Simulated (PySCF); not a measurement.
# C2H11B2N2P: the cost of one run

Programs: PySCF 2.14.0, with density-fitted response routines of our own. Each step states its level of theory. These are calculated values for one molecule in the gas phase, unless marked as measured. Atoms are numbered from 0 throughout.

**1. The starting structure**

18 atoms, charge 0, multiplicity 1; geometry from: GFN2-xTB.

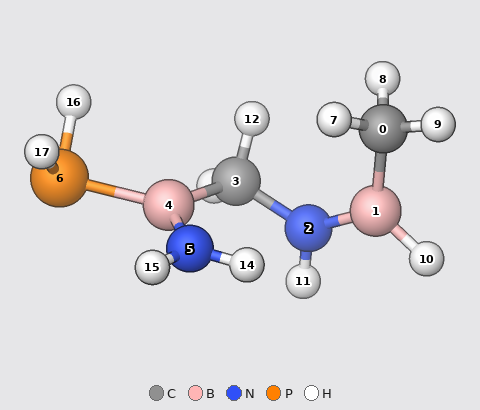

As it starts; carbon grey, boron pink, nitrogen blue, phosphorus orange, hydrogen white, atoms numbered; sticks join atoms by distance.

**2. Ultraviolet spectrum: CAM-B3LYP/def2-SVPD**

Job settings and geometry (Å):

```
{"job": {"kind": "uv", "xc": "CAM-B3LYP", "basis": "def2-SVPD", "nstates": 8, "ntriplets": 3}, "charge": 0, "multiplicity": 1}
C      2.305450     0.612679     0.095666
B      1.806868    -0.895317     0.172001
N      0.693568    -1.306784    -0.530283
C     -0.208746    -0.496060    -1.339133
B     -1.477725     0.047068    -0.529828
N     -1.437926     0.035300     0.847504
P     -3.056127     0.606243    -1.466252
H      1.524466     1.315343     0.384184
H      2.599573     0.876729    -0.920019
H      3.164620     0.801304     0.734392
H      2.368487    -1.702770     0.817956
H      0.361707    -2.256149    -0.446210
H      0.360458     0.354483    -1.726130
H     -0.518443    -1.074975    -2.217904
H     -0.623697    -0.294204     1.345091
H     -2.181676     0.338908     1.453806
H     -2.404356     1.284500    -2.482084
H     -3.285261     1.760018    -0.733933
```

Level: TDDFT CAM-B3LYP/def2-SVPD, vertical, gas phase, core orbitals frozen in the response.

The run is started by

```bash
> OMP_NUM_THREADS=1 python probes_run.py task.json out
```

This one command runs all jobs of the session in turn.

**Question.** How long does this job take on 1 thread of Arm Neoverse V1, shared host, and how much memory does it need?

About 65 s, with a peak of 1.1 GiB.
